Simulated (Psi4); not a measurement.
Run report: AlCl, energy and gradient calculation

The run: energy and gradient calculation of AlCl (aluminium monochloride), multiplicity 3. Method and program: HF/aug-cc-pVTZ, UHF (Psi4 1.11).

The geometry is that of the parent species in another charge or spin state.

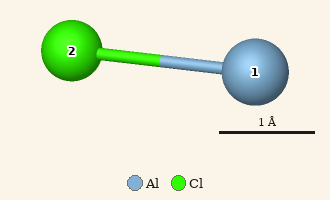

The structure (ball-and-stick view, seen at a tilt; atoms are numbered from 1 in the order of the input). Sticks mark near contacts.

Key numbers

```json
{"quantity": "outcome", "value": "converged"}
{"quantity": "total energy", "value": "−701.433896 hartree"}
{"quantity": "basis functions", "value": "100"}
{"quantity": "largest force", "value": "0.200 eV/Å"}
{"quantity": "⟨S²⟩", "value": "2.003"}
{"quantity": "dipole moment", "value": "2.02 D"}
{"quantity": "hardware", "value": "1 thread of Intel Xeon @ 2.50GHz (Skylake/Cascade Lake), 64 GiB of memory available, shared host"}
{"quantity": "wall time", "value": "44 s"}
{"quantity": "peak memory", "value": "0.59 GiB"}
```

Input (run.py)
```python
import psi4

psi4.set_memory(1600000000)
psi4.set_num_threads(1)
psi4.set_output_file('output.dat', False)

m = psi4.geometry("""
0 3
Al     0.000000     0.000000     0.000000
Cl     0.000000     0.000000     2.130113
symmetry c1
""")

options = {'basis': 'aug-cc-pVTZ', 'reference': 'uhf', 'puream': True, 'e_convergence': 1e-09, 'd_convergence': 1e-08, 'scf_type': 'pk', 'maxiter': 200}
psi4.set_options(options)

E, wfn = psi4.gradient('hf', return_wfn=True)
print('gradient / Eh bohr^-1')
print(E.np.round(6))
print(f'energy = {wfn.energy():.10f} Eh')
```

Run as:
```bash
python run.py
```

What the program printed
```
Psi4 1.11 release

gradient() will perform analytic gradient computation.

   => Loading Basis Set <=

    Name: AUG-CC-PVTZ
    Role: ORBITAL
    Keyword: BASIS

         ---------------------------------------------------------
                                   SCF
                              UHF Reference
                        1 Threads,   1525 MiB Core
         ---------------------------------------------------------

  ==> Geometry <==

    Molecular point group: c1
    Full point group: C_inf_v

    Geometry (in Angstrom), charge = 0, multiplicity = 3:

       Center              X                  Y                   Z               Mass
    ------------   -----------------  -----------------  -----------------  -----------------
         AL           0.000000000000     0.000000000000    -1.202375097812    26.981538530000
         CL           0.000000000000     0.000000000000     0.927737902188    34.968852682000

  Running in c1 symmetry.

  Rotational constants: A = ************  B =      0.24394  C =      0.24394 [cm^-1]
  Rotational constants: A = ************  B =   7313.20712  C =   7313.20712 [MHz]
  Nuclear repulsion =   54.902328448335837

  Charge       = 0
  Multiplicity = 3
  Electrons    = 30
  Nalpha       = 16
  Nbeta        = 14

  ==> Algorithm <==

  SCF Algorithm Type is PK.
  DIIS enabled.
  MOM disabled.
  Fractional occupation disabled.
  Guess Type is SAD.
  Energy threshold   = 1.00e-09
  Density threshold  = 1.00e-08
  Integral threshold = 1.00e-12

  ==> Primary Basis <==

  Basis Set: AUG-CC-PVTZ
    Blend: AUG-CC-PVTZ
    Number of shells: 32
    Number of basis functions: 100
    Number of Cartesian functions: 118
    Spherical Harmonics?: true
    Max angular momentum: 3

  ==> Integral Setup <==

  Using in-core PK algorithm.
   Calculation information:
      Number of atoms:                   2
      Number of AO shells:              32
      Number of primitives:            128
      Number of atomic orbitals:       118
      Number of basis functions:       100

      Integral cutoff                 1.00e-12
      Number of threads:                 1

  Performing in-core PK
  Using 25507550 doubles for integral storage.
  We computed 139656 shell quartets total.
  Whereas there are 139656 unique shell quartets.

  ==> DiskJK: Disk-Based J/K Matrices <==

    J tasked:                  Yes
    K tasked:                  Yes
    wK tasked:                  No
    Memory [MiB]:             1144
    Schwarz Cutoff:          1E-12

  Minimum eigenvalue in the overlap matrix is 6.7362133167E-04.
  Reciprocal condition number of the overlap matrix is 1.4075986418E-04.
    Using symmetric orthogonalization.

  ==> Pre-Iterations <==

  SCF Guess: Superposition of Atomic Densities via on-the-fly atomic UHF (no occupation information).

   -------------------------
    Irrep   Nso     Nmo
   -------------------------
     A        100     100
   -------------------------
    Total     100     100
   -------------------------

  ==> Iterations <==

                        Total Energy        Delta E     RMS |[F,P]|

   @UHF iter SAD:  -700.93028698567343   -7.00930e+02   0.00000e+00
   @UHF iter   1:  -701.39820732558542   -4.67920e-01   2.05006e-03 DIIS/ADIIS
   @UHF iter   2:  -701.42788961316978   -2.96823e-02   8.73835e-04 DIIS/ADIIS
   @UHF iter   3:  -701.43275169657909   -4.86208e-03   2.11699e-04 DIIS/ADIIS
   @UHF iter   4:  -701.43377020955745   -1.01851e-03   6.76071e-05 DIIS
   @UHF iter   5:  -701.43388950977817   -1.19300e-04   1.72479e-05 DIIS
   @UHF iter   6:  -701.43389557129797   -6.06152e-06   5.94530e-06 DIIS
   @UHF iter   7:  -701.43389629328829   -7.21990e-07   2.00181e-06 DIIS
   @UHF iter   8:  -701.43389638729593   -9.40076e-08   6.32090e-07 DIIS
   @UHF iter   9:  -701.43389639653913   -9.24319e-09   2.45675e-07 DIIS
   @UHF iter  10:  -701.43389639822772   -1.68859e-09   8.95122e-08 DIIS
   @UHF iter  11:  -701.43389639847476   -2.47041e-10   2.88648e-08 DIIS
   @UHF iter  12:  -701.43389639849784   -2.30784e-11   8.08453e-09 DIIS
  Energy and wave function converged.

  ==> Post-Iterations <==

   @Spin Contamination Metric:   2.804972279E-03
   @S^2 Expected:                2.000000000E+00
   @S^2 Observed:                2.002804972E+00
   @S   Expected:                1.000000000E+00
   @S   Observed:                1.000000000E+00

    Orbital Energies [Eh]
    ---------------------

    Alpha Occupied:

       1A   -104.824265     2A    -58.555056     3A    -10.549780
       4A     -8.018028     5A     -8.015550     6A     -8.014583
       7A     -4.966957     8A     -3.283130     9A     -3.276883
      10A     -3.275458    11A     -1.081161    12A     -0.576316
      13A     -0.477856    14A     -0.467974    15A     -0.423334
      16A     -0.247313

    Alpha Virtual:

      17A     -0.002356    18A      0.029217    19A      0.040444
      20A      0.042748    21A      0.046794    22A      0.084494
      23A      0.096599    24A      0.096662    25A      0.112214
      26A      0.117817    27A      0.118210    28A      0.153533
      29A      0.155138    30A      0.174445    31A      0.245268
      32A      0.287826    33A      0.289724    34A      0.292488
      35A      0.293189    36A      0.305309    37A      0.314643
      38A      0.316450    39A      0.316749    40A      0.322315
      41A      0.328010    42A      0.334978    43A      0.335639
      44A      0.388308    45A      0.404666    46A      0.409646
      47A      0.473374    48A      0.473452    49A      0.534863
      50A      0.535419    51A      0.544156    52A      0.623679
      53A      0.803149    54A      0.807258    55A      0.856542
      56A      0.861529    57A      0.888562    58A      0.896886
      59A      0.896955    60A      0.911567    61A      0.922365
      62A      0.922448    63A      0.974006    64A      0.979230
      65A      0.993324    66A      1.019239    67A      1.019247
      68A      1.076783    69A      1.076786    70A      1.210325
      71A      1.210328    72A      1.241605    73A      1.249207
      74A      1.251571    75A      1.347196    76A      1.371415
      77A      1.371849    78A      1.596248    79A      1.601407
      80A      1.701251    81A      2.320802    82A      2.429267
      83A      2.430438    84A      2.574041    85A      2.574043
      86A      2.654902    87A      2.657191    88A      2.734170
      89A      2.810515    90A      2.812916    91A      2.944484
      92A      3.077455    93A      3.077455    94A      3.138081
      95A      3.138083    96A      3.239899    97A      3.242856
      98A      3.280307    99A      3.625031   100A      5.962192

    Beta Occupied:

       1A   -104.822384     2A    -58.544128     3A    -10.547727
       4A     -8.013928     5A     -8.012512     6A     -8.012209
       7A     -4.946839     8A     -3.267574     9A     -3.263692
      10A     -3.256290    11A     -1.065524    12A     -0.525250
      13A     -0.466746    14A     -0.460813

    Beta Virtual:

      15A     -0.032221    16A      0.024243    17A      0.033037
      18A      0.034811    19A      0.059808    20A      0.077571
      21A      0.094232    22A      0.102461    23A      0.107649
      24A      0.109870    25A      0.121784    26A      0.129967
      27A      0.133815    28A      0.154880    29A      0.159354
      30A      0.192659    31A      0.256224    32A      0.314670
      33A      0.315208    34A      0.332082    35A      0.332777
      36A      0.342091    37A      0.343621    38A      0.345965
      39A      0.351189    40A      0.351200    41A      0.352090
      42A      0.368616    43A      0.375081    44A      0.403355
      45A      0.414611    46A      0.433436    47A      0.480545
      48A      0.480968    49A      0.542476    50A      0.553123
      51A      0.567052    52A      0.646801    53A      0.807234
      54A      0.819066    55A      0.868484    56A      0.884867
      57A      0.896854    58A      0.914228    59A      0.915504
      60A      0.926588    61A      0.960272    62A      0.960387
      63A      1.001906    64A      1.026253    65A      1.028557
      66A      1.057874    67A      1.058110    68A      1.095617
      69A      1.096411    70A      1.211854    71A      1.211879
      72A      1.255358    73A      1.263201    74A      1.275927
      75A      1.361403    76A      1.380989    77A      1.383686
      78A      1.601671    79A      1.613701    80A      1.720863
      81A      2.348331    82A      2.444030    83A      2.467585
      84A      2.576093    85A      2.576105    86A      2.658209
      87A      2.664811    88A      2.740385    89A      2.813026
      90A      2.818305    91A      2.952623    92A      3.079253
      93A      3.079253    94A      3.142302    95A      3.142308
      96A      3.244306    97A      3.249443    98A      3.286332
      99A      3.635434   100A      5.965606

    Final Occupation by Irrep:
              A
    DOCC [    14 ]
    SOCC [     2 ]
    NA   [    16 ]
    NB   [    14 ]

  @UHF Final Energy:  -701.43389639849784

   => Energetics <=

    Nuclear Repulsion Energy =             54.9023284483358367
    One-Electron Energy =               -1081.4131923749018824
    Two-Electron Energy =                 325.0769675280682804
    Total Energy =                       -701.4338963984978363

  UHF NO Occupations:
  HONO-2 :   14  A 1.9991749
  HONO-1 :   15  A 1.0000000
  HONO-0 :   16  A 1.0000000
  LUNO+0 :   17  A 0.0008251
  LUNO+1 :   18  A 0.0002819
  LUNO+2 :   19  A 0.0002414
  LUNO+3 :   20  A 0.0000402

Computation Completed

Properties will be evaluated at   0.000000,   0.000000,   0.000000 [a0]

Properties computed using the SCF density matrix

 Multipole Moments:

 ------------------------------------------------------------------------------------
     Multipole            Electronic (a.u.)      Nuclear  (a.u.)        Total (a.u.)
 ------------------------------------------------------------------------------------

 L = 1.  Multiply by 2.5417464519 to convert [e a0] to [Debye]
 Dipole X            :         -0.0000000            0.0000000           -0.0000000
 Dipole Y            :         -0.0000000            0.0000000           -0.0000000
 Dipole Z            :         -1.0605421            0.2658241           -0.7947180
 Magnitude           :                                                    0.7947180

 ------------------------------------------------------------------------------------

	total time  =         11 seconds =       0.18 minutes

         ------------------------------------------------------------
                                   SCF GRAD
         ------------------------------------------------------------

  ==> Geometry <==

    Molecular point group: c1
    Full point group: C_inf_v

    Geometry (in Angstrom), charge = 0, multiplicity = 3:

       Center              X                  Y                   Z               Mass
    ------------   -----------------  -----------------  -----------------  -----------------
         AL           0.000000000000     0.000000000000    -1.202375097812    26.981538530000
         CL           0.000000000000     0.000000000000     0.927737902188    34.968852682000

  Nuclear repulsion =   54.902328448335837

  ==> Basis Set <==

  Basis Set: AUG-CC-PVTZ
    Blend: AUG-CC-PVTZ
    Number of shells: 32
    Number of basis functions: 100
    Number of Cartesian functions: 118
    Spherical Harmonics?: true
    Max angular momentum: 3

  ==> DirectJKGrad: Integral-Direct SCF Gradients <==

    Gradient:                    1
    J tasked:                  Yes
    K tasked:                  Yes
    wK tasked:                  No
    Integrals threads:           1
    Schwarz Cutoff:          1E-12

  -Total Gradient:
     Atom            X                  Y                   Z
    ------   -----------------  -----------------  -----------------
       1       -0.000000000000    -0.000000000000    -0.003886027066
       2        0.000000000000     0.000000000000     0.003886027063

	total time  =         31 seconds =       0.52 minutes
```

Standard output
```
gradient / Eh bohr^-1
[[-0.       -0.       -0.003886]
 [ 0.        0.        0.003886]]
energy = -701.4338963985 Eh
```
